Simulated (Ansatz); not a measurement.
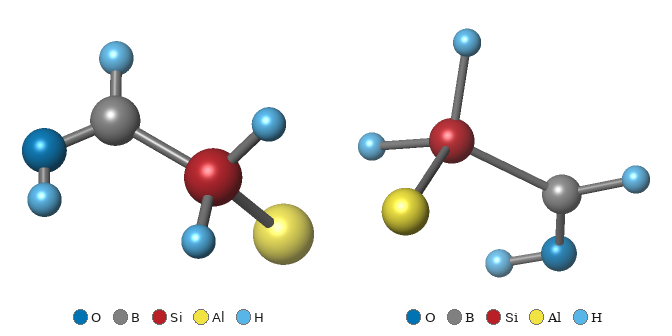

Both panels show the same species.

Describe the molecule.

The molecule is AlBH₄OSi. The point group is C1. Coordination: 1 O bent; 1 B trigonal planar; 1 Si tetrahedral.

More results for the same structure follow; atom numbers are the same in all pictures, views and colours differ. The computed structure is the end point of a PBE0-D4/def2-TZVP optimisation. No frequency run is at hand to confirm it as a minimum.

## Shape

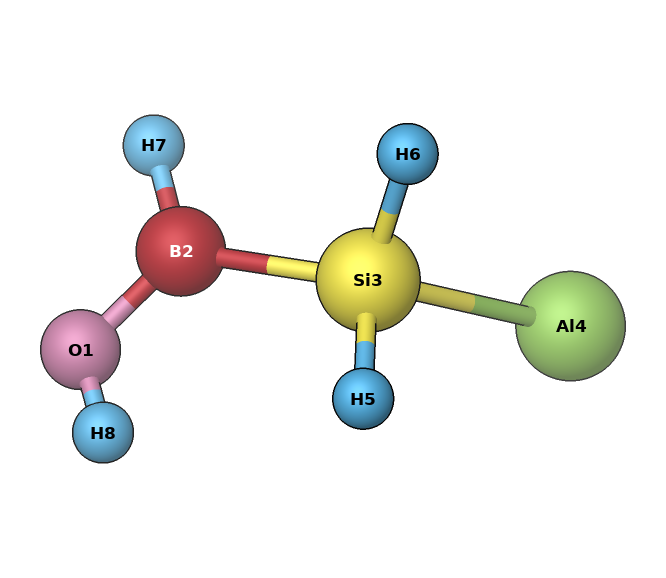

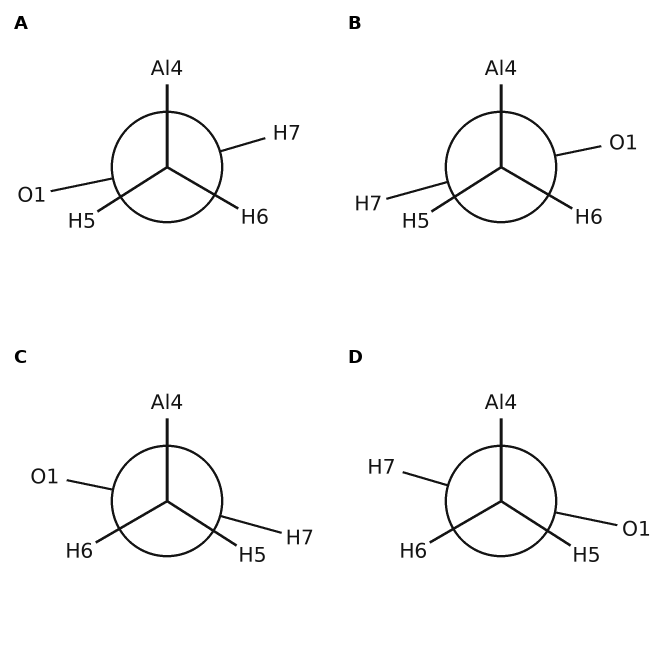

Atoms fade into the background with distance from the viewer. Bonds that would overlap in a projection are set slightly apart. No frequency run is at hand to confirm it as a minimum.

Which Newman projection shows the view along Si3–B2, with Si3 in front?

D. The torsion angle Al4–Si3–B2–O1 is 102°, anticlinal.

## Charges

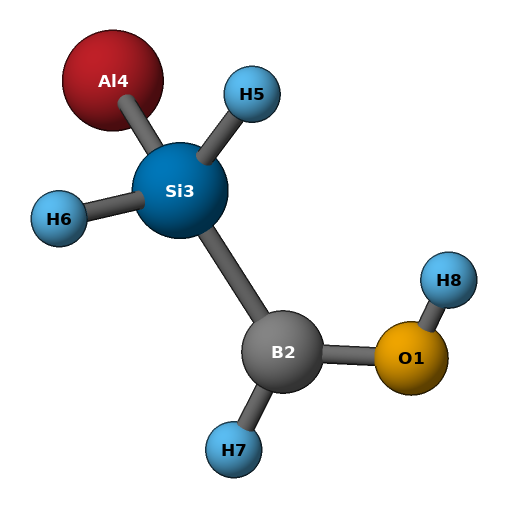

The questions are on Mulliken charges. No frequency run is at hand to confirm it as a minimum. Properties computed with RKS PBE0-D4/def2-TZVP (Ansatz 0.2.0).

Which atom carries the highest charge (most positive or least negative)?

H8 (0.33 e).

And the lowest?

O1 (−0.37 e).

Give the Mulliken charges atom by atom.

| atom | value (e) |
| --- | --- |
| O1 | −0.37 |
| B2 | 0.10 |
| Si3 | −0.26 |
| Al4 | 0.24 |
| H5 | −0.03 |
| H6 | −0.01 |
| H7 | 0.01 |
| H8 | 0.33 |

## Dipole moment

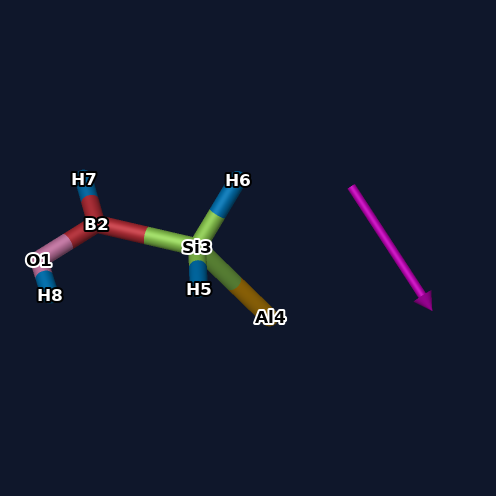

The arrow beside the molecule shows the direction of the dipole moment, from the negative to the positive end (its length means nothing). No frequency run is at hand to confirm it as a minimum. Method: RKS PBE0-D4/def2-TZVP (Ansatz 0.2.0).

Estimate the dipole moment.

1.76 D; it points from the side of H7 to the side of Al4 (the outermost atoms at the two ends).

## Electronic properties

No frequency run is at hand to confirm it as a minimum. Level of theory: RKS PBE0-D4/def2-TZVPP (Ansatz 0.2.0).

What is the LUMO energy (Kohn–Sham orbital)?

−2.25 eV.

Estimate the HOMO energy (Kohn–Sham orbital).

−5.55 eV.

Estimate the dispersion correction.

−15.1 kJ/mol.

Mulliken values depend strongly on the basis set and can even reverse the polarity of a bond.
